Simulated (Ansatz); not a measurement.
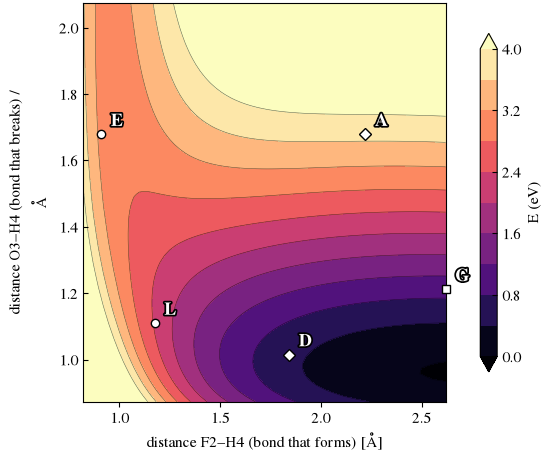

The reacting system F3HOSi (fragments F₃HOSi where the first distance is long, F₂OSi + FH where the second is long). The first coordinate is: distance F2–H4 (bond that forms); the second: distance O3–H4 (bond that breaks). Relaxed at each point: all other coordinates. The scan uses a 12 × 12 grid. Points are written as (first, second). Energies: eV, counted from the lowest grid point. The reference is spin-restricted, so regions where a bond is pulled apart into radicals lie too high. The calculation used Ansatz 0.2.0, RKS PBE0-D4/def2-SVP.

Drawn: filled contours, one colour for all values above the top of the scale, lettered points. Between grid points the surface is interpolated.

### Is L the lowest point of the computed grid?

No. L lies 2.37 eV above the lowest grid point, which is at (2.619 Å, 0.933 Å).

### What kind of point is each of A, L: minimum, saddle, maximum or slope?

A: on a slope; L: on a slope. (In these two coordinates alone; a stationary point may lie a little off the grid point.)

### Rank the lettered points by energy, lowest first.

D (0.51 eV), G (0.96 eV), L (2.37 eV), E (3.11 eV), A (3.71 eV).
